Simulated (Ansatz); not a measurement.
Ligand exchange: GeH2(SH)2 + C3H9BS → GeH(SH)3 + C3H9B

Species: GeH2(SH)2, singlet; C3H9BS `CC(C)BS`, singlet; GeH(SH)3, singlet; C3H9B `BC(C)C`, singlet. The partners trade H for SH: Ge–H and B–SH bonds give way to Ge–SH and B–H.

Shapes, held fixed at every level: PBE0-D4/def2-TZVP. Flexible molecules stand in one conformer, not always the lowest. Programs: Ansatz 0.2.0. Electronic energies: no zero-point or thermal term.

| level | kind | ΔE (kJ/mol) | less CCSD(T)/def2-TZVPP |
| --- | --- | --- | --- |
| HF/def2-TZVPP | Hartree–Fock | +39.0 | -12.0 |
| PBE-D4/def2-TZVPP | GGA | +53.3 | +2.3 |
| B3LYP-D4/def2-TZVPP | global hybrid | +46.4 | -4.6 |
| PBE0-D4/def2-TZVPP | global hybrid | +50.1 | -0.9 |
| wB97X-V/def2-TZVPP | range-separated hybrid | +47.4 | -3.6 |
| CCSD/def2-TZVPP | coupled cluster or CI | +49.2 | -1.8 |
| CCSD(T)/def2-TZVPP | coupled cluster or CI | +51.0 | 0.0 |

The highest level, CCSD(T)/def2-TZVPP, gives ΔE = +51.0 kJ/mol; the levels span +39.0 to +53.3. The column of differences is taken from that level and isn't an error. No measured value is set beside it here. Relativity is left out for Ge. Outer-core shells of Ge are correlated in most correlated rows, in sets that cover them unevenly.

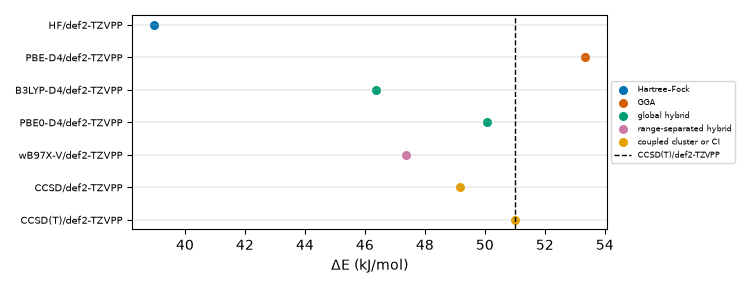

The values of the table, level by level.
